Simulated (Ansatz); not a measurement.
# CH₅BOSi: an energy map over two coordinates

How does the energy of CH5BOSi, SMILES BC=[SiH]O change over two coordinates at once? A grid of runs gives the map.

Computed with Ansatz 0.2.0. Level: RKS PBE0-D4/def2-SVP.

## Step 1: Starting geometry

9 atoms, charge 0, spin multiplicity 1.

Atoms are counted from 1 here; the program's logs count them from 0.

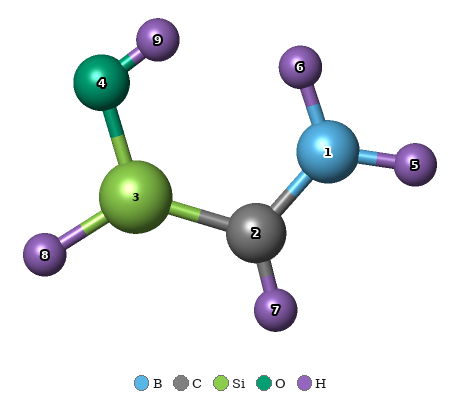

Start geometry, drawn with boron blue, carbon grey, silicon green, oxygen teal, hydrogen purple; atoms are numbered from 1 in the order of the file.

As a file:

```
B    -0.1684    1.1436   -0.8864
C     0.4623   -0.2246   -0.8830
Si    0.2697   -1.1116    0.6005
O    -0.5396   -0.5137    1.9156
H    -0.1251    1.8908   -1.8486
H    -0.7645    1.5626    0.1097
H     1.0087   -0.6613   -1.7348
H     0.7390   -2.4746    0.9922
H    -0.8820    0.3887    1.7347
```

This geometry comes from a loose relaxation at PBE in a small basis, which is not shown.

## Step 2: The minimum at this level

input.yaml reads:

```yaml
crystal:
  periodic: [false, false, false]
  atoms:
    - { symbol: B, position_ang: [-0.168419, 1.143596, -0.886396] }
    - { symbol: C, position_ang: [0.462314, -0.224558, -0.88301] }
    - { symbol: Si, position_ang: [0.269691, -1.111577, 0.600524] }
    - { symbol: O, position_ang: [-0.539594, -0.513653, 1.915578] }
    - { symbol: H, position_ang: [-0.125097, 1.890786, -1.84857] }
    - { symbol: H, position_ang: [-0.764534, 1.562563, 0.109729] }
    - { symbol: H, position_ang: [1.008662, -0.661261, -1.734793] }
    - { symbol: H, position_ang: [0.738966, -2.474564, 0.992232] }
    - { symbol: H, position_ang: [-0.881979, 0.388668, 1.734706] }
basis:
  gaussian: { orbitals: def2-SVP }
hamiltonian:
  xc: pbe0
  dispersion: d4
output:
  forces: true
relax:
  f_tol: 0.003
  max_steps: 120
```

Launch:

```console
> ansatz run input.yaml --threads 1 --pin off --max-ram 2560MiB --backend cpu --events-out ev --progress --plain --runs-dir out
```

Log:

```text
Warning: RAYON_NUM_THREADS=1 ignored (pool sized by the plan → 1); use --threads N
The last accepted step is kept in <dir> (removed where the run ends without a failure and the disk answers)
Engine: ansatz 0.2.0, x86_64-unknown-linux-gnu
Functional definition: PBE0
  parameter a = 0.25
  parameter kappa = 0.804
  parameter beta = 0.06672455060314922
  exchange = (1 - a)*pbe_x(kappa = kappa, mu = beta*pi^2/3) + a*exact_x
  correlation = pbe_c(beta = beta)
914 factors; integrals over basis functions are off by at most 3.3e-4 eV
mean field evaluation 1: about -11696.6938 eV, gradient 6.2e1 eV
mean field evaluation 2: about -11681.8047 eV, gradient 9.2e1 eV
mean field evaluation 4: about -11705.5186 eV, gradient 8.5e0 eV
mean field evaluation 8: about -11705.6890 eV, gradient 4.7e-1 eV
mean field evaluation 16: about -11705.6897 eV, gradient 2.5e-5 eV
mean field -11705.68970125 eV, -430.1761621197 hartree, gradient 2.5e-5 eV, S^2 0.000000; 0 other end points of the search recorded, 0 dependent functions left out
the calculation of the forces begins
reference -11705.68972685 eV, -430.1761630603 hartree; 19, 19 occupied and 66, 66 virtual orbitals, 914 factors
relax step   1: F+E_penalty+E_count = -11705.83787271 eV  Δ(F+E_penalty+E_count) = +0.000e0 eV  max|allowed force component| = 5.948e-1 eV/Å  Δτ_max = 0.0000 Å  (27 SCF iters, accepted)
these checks for a lower state are left out or cut short: starts, cluster_reference, orbital_swaps, neighbouring_geometries, increment
914 factors; integrals over basis functions are off by at most 3.4e-4 eV
mean field -11705.70431783 eV, -430.1766992687 hartree, gradient 2.7e-5 eV, S^2 0.000000; 0 other end points of the search recorded, 0 dependent functions left out
the calculation of the forces begins
reference -11705.70434336 eV, -430.1767002073 hartree; 19, 19 occupied and 66, 66 virtual orbitals, 914 factors
relax step   2: F+E_penalty+E_count = -11705.85276866 eV  Δ(F+E_penalty+E_count) = -1.490e-2 eV  max|allowed force component| = 3.375e-1 eV/Å  Δτ_max = 0.0170 Å  (31 SCF iters, accepted)
these checks for a lower state are left out or cut short: starts, cluster_reference, orbital_swaps, neighbouring_geometries, increment
914 factors; integrals over basis functions are off by at most 3.3e-4 eV
mean field -11705.70777399 eV, -430.1768262806 hartree, gradient 2.6e-5 eV, S^2 0.000000; 0 other end points of the search recorded, 0 dependent functions left out
the calculation of the forces begins
reference -11705.70779952 eV, -430.1768272186 hartree; 19, 19 occupied and 66, 66 virtual orbitals, 914 factors
relax step   3: F+E_penalty+E_count = -11705.85638291 eV  Δ(F+E_penalty+E_count) = -3.614e-3 eV  max|allowed force component| = 7.375e-2 eV/Å  Δτ_max = 0.0102 Å  (30 SCF iters, accepted)
these checks for a lower state are left out or cut short: starts, cluster_reference, orbital_swaps, neighbouring_geometries, increment
914 factors; integrals over basis functions are off by at most 3.0e-4 eV
mean field evaluation 32: about -11705.6950 eV, gradient 8.9e-1 eV
mean field -11705.70797250 eV, -430.1768335755 hartree, gradient 2.6e-5 eV, S^2 0.000000; 0 other end points of the search recorded, 0 dependent functions left out
the calculation of the forces begins
reference -11705.70799806 eV, -430.1768345147 hartree; 19, 19 occupied and 66, 66 virtual orbitals, 914 factors
relax step   4: F+E_penalty+E_count = -11705.85662557 eV  Δ(F+E_penalty+E_count) = -2.427e-4 eV  max|allowed force component| = 1.448e-1 eV/Å  Δτ_max = 0.0154 Å  (30 SCF iters, accepted)
these checks for a lower state are left out or cut short: starts, cluster_reference, orbital_swaps, neighbouring_geometries, increment
914 factors; integrals over basis functions are off by at most 3.1e-4 eV
mean field -11705.70890896 eV, -430.1768679897 hartree, gradient 2.6e-5 eV, S^2 0.000000; 0 other end points of the search recorded, 0 dependent functions left out
the calculation of the forces begins
reference -11705.70893450 eV, -430.1768689284 hartree; 19, 19 occupied and 66, 66 virtual orbitals, 914 factors
relax step   5: F+E_penalty+E_count = -11705.85737774 eV  Δ(F+E_penalty+E_count) = -7.522e-4 eV  max|allowed force component| = 1.756e-2 eV/Å  Δτ_max = 0.0169 Å  (30 SCF iters, accepted)
these checks for a lower state are left out or cut short: starts, cluster_reference, orbital_swaps, neighbouring_geometries, increment
914 factors; integrals over basis functions are off by at most 3.0e-4 eV
mean field -11705.70904264 eV, -430.1768729024 hartree, gradient 2.2e-5 eV, S^2 0.000000; 0 other end points of the search recorded, 0 dependent functions left out
the calculation of the forces begins
reference -11705.70906817 eV, -430.1768738407 hartree; 19, 19 occupied and 66, 66 virtual orbitals, 914 factors
relax step   6: F+E_penalty+E_count = -11705.85745303 eV  Δ(F+E_penalty+E_count) = -7.529e-5 eV  max|allowed force component| = 1.052e-2 eV/Å  Δτ_max = 0.0075 Å  (22 SCF iters, accepted)
these checks for a lower state are left out or cut short: starts, cluster_reference, orbital_swaps, neighbouring_geometries, increment
914 factors; integrals over basis functions are off by at most 3.0e-4 eV
mean field -11705.70905885 eV, -430.1768734980 hartree, gradient 4.0e-5 eV, S^2 0.000000; 0 other end points of the search recorded, 0 dependent functions left out
the calculation of the forces begins
reference -11705.70908438 eV, -430.1768744362 hartree; 19, 19 occupied and 66, 66 virtual orbitals, 914 factors
relax step   7: F+E_penalty+E_count = -11705.85745293 eV  Δ(F+E_penalty+E_count) = +1.059e-7 eV  max|allowed force component| = 9.569e-3 eV/Å  Δτ_max = 0.0022 Å  (20 SCF iters, rejected (line search))
these checks for a lower state are left out or cut short: starts, cluster_reference, orbital_swaps, neighbouring_geometries, increment
914 factors; integrals over basis functions are off by at most 3.0e-4 eV
mean field -11705.70905730 eV, -430.1768734412 hartree, gradient 3.6e-5 eV, S^2 0.000000; 0 other end points of the search recorded, 0 dependent functions left out
the calculation of the forces begins
reference -11705.70908283 eV, -430.1768743795 hartree; 19, 19 occupied and 66, 66 virtual orbitals, 914 factors
relax step   8: F+E_penalty+E_count = -11705.85746263 eV  Δ(F+E_penalty+E_count) = -9.595e-6 eV  max|allowed force component| = 4.118e-3 eV/Å  Δτ_max = 0.0011 Å  (20 SCF iters, accepted)
these checks for a lower state are left out or cut short: starts, cluster_reference, orbital_swaps, neighbouring_geometries, increment
914 factors; integrals over basis functions are off by at most 3.0e-4 eV
mean field -11705.70909034 eV, -430.1768746556 hartree, gradient 4.0e-5 eV, S^2 0.000000; 0 other end points of the search recorded, 0 dependent functions left out
the calculation of the forces begins
reference -11705.70911588 eV, -430.1768755938 hartree; 19, 19 occupied and 66, 66 virtual orbitals, 914 factors
relax step   9: F+E_penalty+E_count = -11705.85747018 eV  Δ(F+E_penalty+E_count) = -7.555e-6 eV  max|allowed force component| = 1.152e-3 eV/Å  Δτ_max = 0.0027 Å  (21 SCF iters, accepted)
914 factors; integrals over basis functions are off by at most 3.0e-4 eV
mean field evaluation 64: about -11705.6988 eV, gradient 1.2e-1 eV
mean field -11705.70909034 eV, -430.1768746556 hartree, gradient 4.0e-5 eV, S^2 0.000000; 1 other end points of the search recorded, 0 dependent functions left out
the calculation of the forces begins
reference -11705.70911588 eV, -430.1768755938 hartree; 19, 19 occupied and 66, 66 virtual orbitals, 914 factors
Total energy: -11705.85749572 eV, -430.1823284523 hartree
Atom 0 at    -0.165284     1.143270    -0.894011 Å, force     0.000220    -0.000040    -0.000489 eV/Å
Atom 1 at     0.456992    -0.224188    -0.872585 Å, force    -0.000741     0.000544     0.001152 eV/Å
Atom 2 at     0.264917    -1.099221     0.597998 Å, force     0.000278     0.000161    -0.001041 eV/Å
Atom 3 at    -0.532031    -0.522151     1.907651 Å, force    -0.000007    -0.000343     0.000572 eV/Å
Atom 4 at    -0.112170     1.874885    -1.858270 Å, force     0.000068    -0.000193     0.000031 eV/Å
Atom 5 at    -0.760520     1.572435     0.086370 Å, force    -0.000059     0.000083     0.000055 eV/Å
Atom 6 at     1.000106    -0.660255    -1.716486 Å, force     0.000477    -0.000319    -0.000693 eV/Å
Atom 7 at     0.739255    -2.452555     0.968551 Å, force     0.000024    -0.000212     0.000180 eV/Å
Atom 8 at    -0.891255     0.367779     1.780782 Å, force    -0.000261     0.000319     0.000232 eV/Å
Dipole moment:     0.055122    -0.343688     0.255364 e Å
```

It took 76 s on 1 thread of Intel Xeon at 2.50GHz (Skylake/Cascade Lake), shared host; peak memory 0.17 GiB.

The steps of the relaxation:

```csv
step,energy from step 1 (eV),largest force component (eV/Å)
1,0.0000,0.5948
2,-0.0149,0.3375
3,-0.0185,0.0737
4,-0.0188,0.1448
5,-0.0195,0.0176
6,-0.0196,0.0105
7,-0.0196,0.0096
8,-0.0196,0.0041
9,-0.0196,0.0012
```

Bond lengths before and after, largest changes first:

| bond | before (Å) | after (Å) | change (Å) |
| --- | --- | --- | --- |
| Si3–O4 | 1.656 | 1.638 | -0.018 |
| C2–Si3 | 1.739 | 1.722 | -0.017 |
| O4–H9 | 0.982 | 0.968 | -0.014 |
| Si3–H8 | 1.494 | 1.481 | -0.013 |
| B1–H6 | 1.234 | 1.225 | -0.010 |
| C2–H7 | 1.102 | 1.094 | -0.008 |
| B1–H5 | 1.219 | 1.212 | -0.007 |
| B1–C2 | 1.507 | 1.503 | -0.004 |

## Step 3: The grid

First coordinate, umbrella angle at B1 (between each of its bonds and their common axis; 90 is planar): 9 values from 66 to 114 °. Second coordinate, change of the bonds B1–C2, B1–H5, B1–H6, all alike: 9 values from −0.144 to 0.223 Å.

Nothing else is relaxed (all other coordinates rigid). Energies count from the relaxed molecule at the same level. Points are written as (first, second).

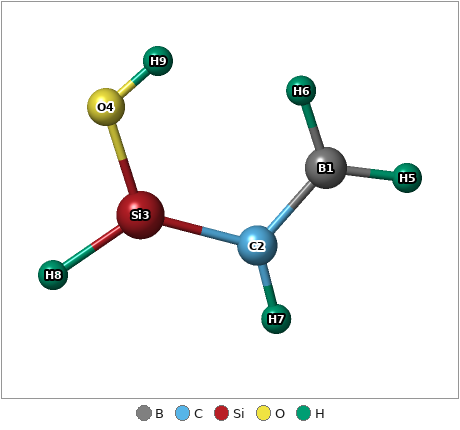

The geometry at (90°, −0.053 Å).

Of the runs on the grid, 2 are shown in the steps below; the others differ only in the two coordinates.

## Step 4: The run at (90°, −0.007 Å)

input.yaml reads:

```yaml
crystal:
  periodic: [false, false, false]
  atoms:
    - { symbol: B, position_ang: [-0.165284, 1.14327, -0.894011] }
    - { symbol: C, position_ang: [0.454091, -0.217818, -0.872686] }
    - { symbol: Si, position_ang: [0.262016, -1.092851, 0.597898] }
    - { symbol: O, position_ang: [-0.534932, -0.515781, 1.907551] }
    - { symbol: H, position_ang: [-0.112478, 1.870657, -1.852699] }
    - { symbol: H, position_ang: [-0.757119, 1.569982, 0.080766] }
    - { symbol: H, position_ang: [0.997205, -0.653885, -1.716587] }
    - { symbol: H, position_ang: [0.736352, -2.446186, 0.968449] }
    - { symbol: H, position_ang: [-0.894154, 0.37415, 1.780682] }
basis:
  gaussian: { orbitals: def2-SVP }
hamiltonian:
  xc: pbe0
  dispersion: d4
output:
  forces: true
```

Launch:

```console
> ansatz run input.yaml --threads 1 --pin off --max-ram 2560MiB --backend cpu --events-out ev --progress --plain --runs-dir out
```

Log:

```text
Warning: RAYON_NUM_THREADS=1 ignored (pool sized by the plan → 1); use --threads N
[... 7 set-up lines as earlier in the session ...]
845 factors; integrals over basis functions are off by at most 1.0e-3 eV
mean field evaluation 1: about -11696.5049 eV, gradient 6.2e1 eV
mean field evaluation 2: about -11682.3017 eV, gradient 9.1e1 eV
mean field evaluation 4: about -11705.4643 eV, gradient 8.2e0 eV
mean field evaluation 8: about -11705.7063 eV, gradient 5.2e-1 eV
mean field evaluation 16: about -11705.7070 eV, gradient 2.9e-5 eV
mean field -11705.70703077 eV, -430.1767989675 hartree, gradient 2.9e-5 eV, S^2 0.000000; 0 other end points of the search recorded, 0 dependent functions left out
the calculation of the forces begins
reference -11705.70705627 eV, -430.1767999047 hartree; 19, 19 occupied and 66, 66 virtual orbitals, 845 factors
Total energy: -11705.85553064 eV, -430.1822562370 hartree
Atom 0 at    -0.165284     1.143270    -0.894011 Å, force    -0.028260     0.053402     0.008892 eV/Å
Atom 1 at     0.454091    -0.217818    -0.872686 Å, force     0.094921    -0.200622    -0.005852 eV/Å
Atom 2 at     0.262016    -1.092851     0.597898 Å, force     0.001382    -0.005389     0.002553 eV/Å
Atom 3 at    -0.534932    -0.515781     1.907551 Å, force     0.001236    -0.001045    -0.001693 eV/Å
Atom 4 at    -0.112478     1.870657    -1.852699 Å, force     0.006771     0.102500    -0.133439 eV/Å
Atom 5 at    -0.757119     1.569982     0.080766 Å, force    -0.078065     0.059309     0.125155 eV/Å
Atom 6 at     0.997205    -0.653885    -1.716587 Å, force     0.002603    -0.007350     0.002068 eV/Å
Atom 7 at     0.736352    -2.446186     0.968449 Å, force    -0.000486    -0.001077     0.002425 eV/Å
Atom 8 at    -0.894154     0.374150     1.780682 Å, force    -0.000102     0.000272    -0.000110 eV/Å
Dipole moment:     0.054728    -0.344770     0.257571 e Å
```

Wall time 6.2 s (1 thread of Intel Xeon at 2.50GHz (Skylake/Cascade Lake), shared host); peak memory 0.15 GiB.

Energy on the map's scale: 0.0020 eV.

## Step 5: The run at (90°, −0.053 Å)

input.yaml reads:

```yaml
crystal:
  periodic: [false, false, false]
  atoms:
    - { symbol: B, position_ang: [-0.165284, 1.14327, -0.894011] }
    - { symbol: C, position_ang: [0.43504, -0.175953, -0.873342] }
    - { symbol: Si, position_ang: [0.242965, -1.050986, 0.597242] }
    - { symbol: O, position_ang: [-0.553983, -0.473917, 1.906895] }
    - { symbol: H, position_ang: [-0.114494, 1.842879, -1.816089] }
    - { symbol: H, position_ang: [-0.73476, 1.553861, 0.043939] }
    - { symbol: H, position_ang: [0.978154, -0.612021, -1.717243] }
    - { symbol: H, position_ang: [0.717301, -2.404322, 0.967794] }
    - { symbol: H, position_ang: [-0.913205, 0.416014, 1.780026] }
basis:
  gaussian: { orbitals: def2-SVP }
hamiltonian:
  xc: pbe0
  dispersion: d4
output:
  forces: true
```

Launch:

```console
> ansatz run input.yaml --threads 1 --pin off --max-ram 2560MiB --backend cpu --events-out ev --progress --plain --runs-dir out
```

Log:

```text
Warning: RAYON_NUM_THREADS=1 ignored (pool sized by the plan → 1); use --threads N
[... 7 set-up lines as earlier in the session ...]
845 factors; integrals over basis functions are off by at most 1.1e-3 eV
mean field evaluation 1: about -11695.9741 eV, gradient 6.3e1 eV
mean field evaluation 2: about -11680.3022 eV, gradient 9.4e1 eV
mean field evaluation 4: about -11705.3212 eV, gradient 8.9e0 eV
mean field evaluation 8: about -11705.5864 eV, gradient 5.4e-1 eV
mean field evaluation 16: about -11705.5872 eV, gradient 2.8e-5 eV
mean field -11705.58718468 eV, -430.1723947051 hartree, gradient 2.8e-5 eV, S^2 0.000000; 0 other end points of the search recorded, 0 dependent functions left out
the calculation of the forces begins
reference -11705.58721003 eV, -430.1723956365 hartree; 19, 19 occupied and 66, 66 virtual orbitals, 845 factors
Total energy: -11705.73632119 eV, -430.1778753707 hartree
Atom 0 at    -0.165284     1.143270    -0.894011 Å, force    -0.243496     0.459812     0.077301 eV/Å
Atom 1 at     0.435040    -0.175953    -0.873342 Å, force     0.811051    -1.711579    -0.052665 eV/Å
Atom 2 at     0.242965    -1.050986     0.597242 Å, force     0.009330    -0.043802     0.026676 eV/Å
Atom 3 at    -0.553983    -0.473917     1.906895 Å, force     0.009451    -0.004826    -0.017657 eV/Å
Atom 4 at    -0.114494     1.842879    -1.816089 Å, force     0.056505     0.864748    -1.124247 eV/Å
Atom 5 at    -0.734760     1.553861     0.043939 Å, force    -0.657411     0.498771     1.054591 eV/Å
Atom 6 at     0.978154    -0.612021    -1.717243 Å, force     0.017827    -0.055758     0.019623 eV/Å
Atom 7 at     0.717301    -2.404322     0.967794 Å, force    -0.003928    -0.007411     0.018136 eV/Å
Atom 8 at    -0.913205     0.416014     1.780026 Å, force     0.000671     0.000044    -0.001758 eV/Å
Dipole moment:     0.051750    -0.351384     0.272452 e Å
```

It took 6.7 s on 1 thread of Intel Xeon at 2.50GHz (Skylake/Cascade Lake), shared host; peak memory 0.15 GiB.

On the map this point reads 0.12 eV.

## Step 6: Energy over the grid

45 points were computed, 36 more follow by symmetry. Energies in eV, from the relaxed molecule at the same level:

```csv
"change of the bonds B1–C2, B1–H5, B1–H6, all alike (Å) ↓, umbrella angle at B1 (between each of its bonds and their common axis; 90 is planar) (°) →",66,72,78,84,90,96,102,108,114
0.223,2.62,2.09,1.71,1.48,1.40,1.48,1.71,2.09,2.62
0.177,2.21,1.66,1.26,1.02,0.94,1.02,1.26,1.66,2.21
0.131,1.87,1.30,0.89,0.64,0.56,0.64,0.89,1.30,1.87
0.085,1.62,1.02,0.59,0.34,0.25,0.34,0.59,1.02,1.62
0.039,1.47,0.85,0.41,0.15,0.06,0.15,0.41,0.85,1.47
−0.007,1.47,0.83,0.37,0.09,0.00,0.09,0.37,0.83,1.47
−0.053,1.63,0.97,0.50,0.22,0.12,0.22,0.50,0.97,1.63
−0.098,2.01,1.32,0.84,0.54,0.45,0.54,0.84,1.32,2.01
−0.144,2.65,1.94,1.44,1.14,1.04,1.14,1.44,1.94,2.65
```

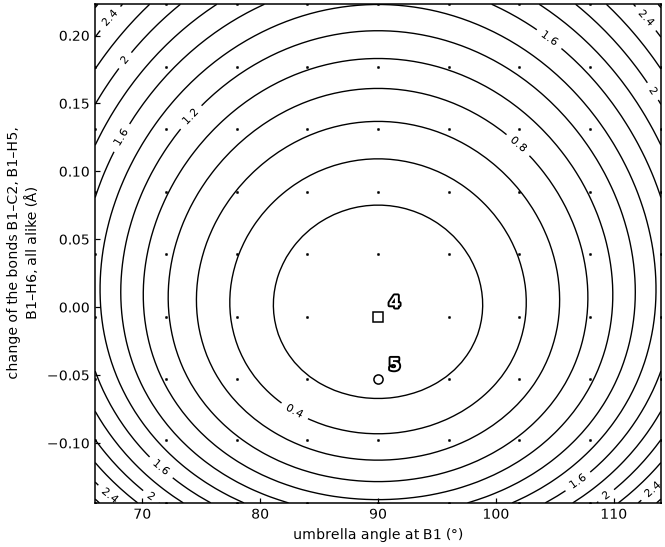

The map; numbers mark the steps of this session that print a point's run. In the figure: contour lines labelled in eV, dots at the grid points.

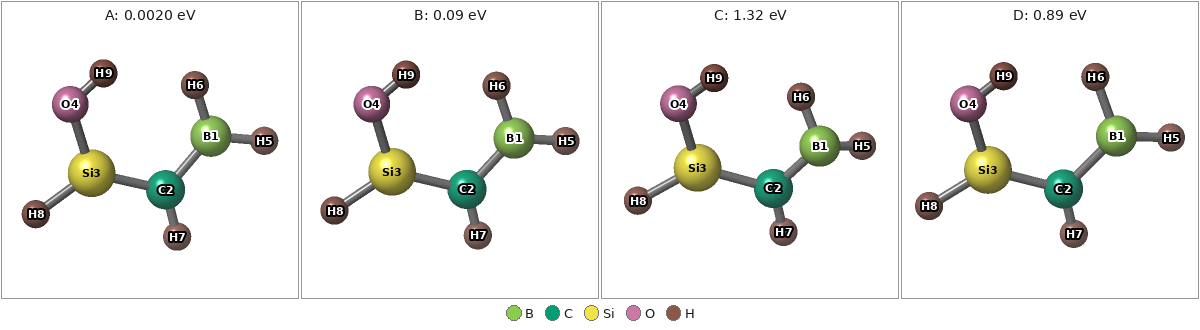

Structures on the grid, at one scale: A at (90°, −0.007 Å); B at (84°, −0.007 Å); C at (72°, −0.098 Å); D at (78°, 0.131 Å).

The dipole moment (D) at each point:

```
change of the bonds B1–C2, B1–H5, B1–H6, all alike (Å) ↓, umbrella angle at B1 (between each of its bonds and their common axis; 90 is planar) (°) →    66    72    78    84    90    96   102   108   114
                                                                                                                                               0.223  2.01  1.89  1.81  1.76  1.75  1.76  1.81  1.89  2.01
                                                                                                                                               0.177  2.05  1.94  1.87  1.83  1.81  1.83  1.87  1.94  2.05
                                                                                                                                               0.131  2.09  1.99  1.93  1.89  1.88  1.89  1.93  1.99  2.09
                                                                                                                                               0.085  2.12  2.04  1.98  1.96  1.95  1.96  1.98  2.04  2.12
                                                                                                                                               0.039  2.16  2.09  2.04  2.02  2.02  2.02  2.04  2.09  2.16
                                                                                                                                              −0.007  2.20  2.13  2.10  2.09  2.08  2.09  2.10  2.13  2.20
                                                                                                                                              −0.053  2.23  2.18  2.16  2.15  2.15  2.15  2.16  2.18  2.23
                                                                                                                                              −0.098  2.26  2.23  2.22  2.21  2.21  2.21  2.22  2.23  2.26
                                                                                                                                              −0.144  2.30  2.28  2.27  2.28  2.28  2.28  2.27  2.28  2.30
```

On the same grid, largest force on an atom (eV/Å):

```csv
"change of the bonds B1–C2, B1–H5, B1–H6, all alike (Å) ↓, umbrella angle at B1 (between each of its bonds and their common axis; 90 is planar) (°) →",66,72,78,84,90,96,102,108,114
0.223,7.4,5.9,4.2,4.0,4.0,4.0,4.2,5.9,7.4
0.177,7.1,5.7,4.0,3.6,3.6,3.6,4.0,5.7,7.1
0.131,6.7,5.3,3.8,2.9,3.0,2.9,3.8,5.3,6.7
0.085,6.1,4.9,3.4,2.2,2.2,2.2,3.4,4.9,6.1
0.039,5.3,4.3,3.0,1.6,1.1,1.6,3.0,4.3,5.3
−0.007,4.3,3.5,2.5,1.3,0.2,1.3,2.5,3.5,4.3
−0.053,3.0,2.5,2.1,2.0,1.9,2.0,2.1,2.5,3.0
−0.098,4.6,4.3,4.1,4.0,3.9,4.0,4.1,4.3,4.6
−0.144,7.1,6.8,6.7,6.6,6.5,6.6,6.7,6.8,7.1
```

## Step 7: What came out

| quantity | value |
| --- | --- |
| lowest point | (90°, −0.007 Å), 0.0020 eV |
| highest computed point | (66°, −0.144 Å), 2.65 eV above the lowest |
| dipole moment (D) | 1.75 at (90°, 0.223 Å) to 2.30 at (66°, −0.144 Å); 2.08 at the lowest point |
| largest force on an atom (eV/Å) | 0.2 at (90°, −0.007 Å) to 7.4 at (66°, 0.223 Å); 0.2 at the lowest point |
| time for the whole task | 11 min on 1 thread, shared host |

What this shows: The lowest computed point is at (90°, −0.007 Å), 0.0020 eV from the relaxed molecule at the same level. The grid is coarse, so the true minimum lies between grid points and may sit elsewhere than the lowest one. It is the only kind of minimum in the scanned range. The highest computed point, (66°, −0.144 Å), lies 2.65 eV above the lowest. Round the minimum the two coordinates are nearly uncoupled.
